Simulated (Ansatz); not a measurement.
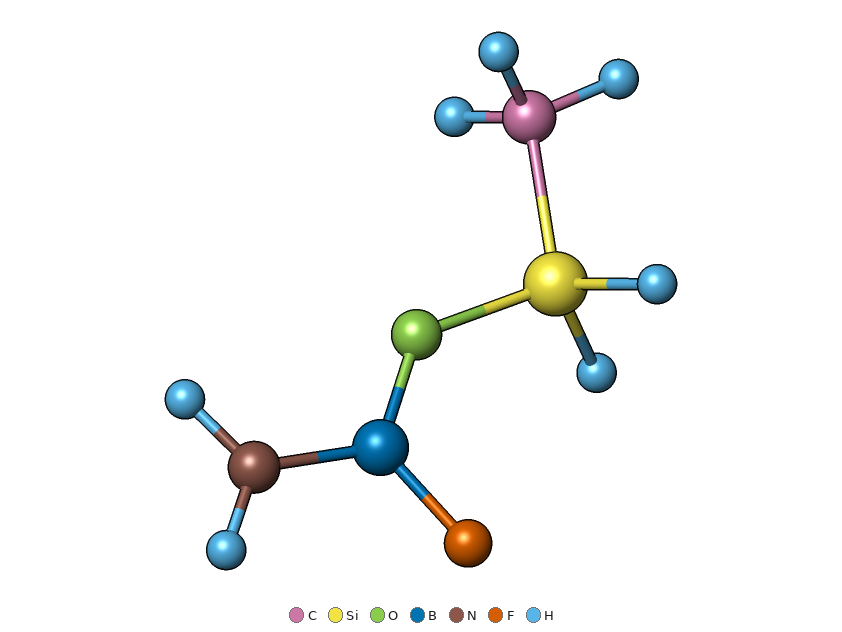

Simulated data, not a measurement (program: Ansatz).

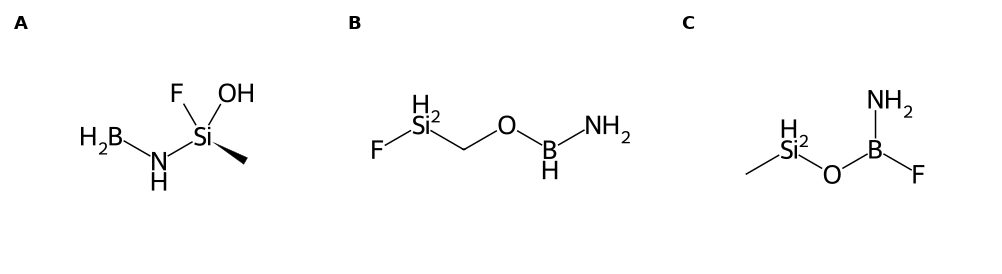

The first picture shows one of the molecules drawn in the second. Which?

C, `C[SiH2]OB(N)F`.
